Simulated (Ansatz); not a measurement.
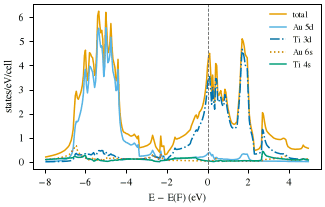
Fig. 1. Total and projected density of states of TiAu (CsCl type, space group No. 221), PBEsol in the plane-wave PAW code Ansatz

Which orbitals carry the states next to the Fermi level?

Within 0.5 eV of the Fermi level: Ti 3d 81 %, Au 5d 8 %, outside the projected shells 8 %. Projections are on Löwdin-orthogonalised atomic valence shells; empty p or d shells of many metals are not among them.

Where is the tallest occupied peak in this window, and what makes it?

Near -5.3 eV, about 6.3 states/eV per cell; the largest projected share is Au 5d.

Space group Pm-3m (CsCl type). The workflow started from an entry of the Crystallography Open Database (COD). Its standing as an ambient phase is unchecked. Symmetry was held in the PBEsol relaxation. At this level the phase is mechanically unstable. No spin polarisation was allowed. Scalar-relativistic: spin–orbit coupling is off unless named, which matters more the heavier the elements.

Potentials: the later of the program's two PAW sets.
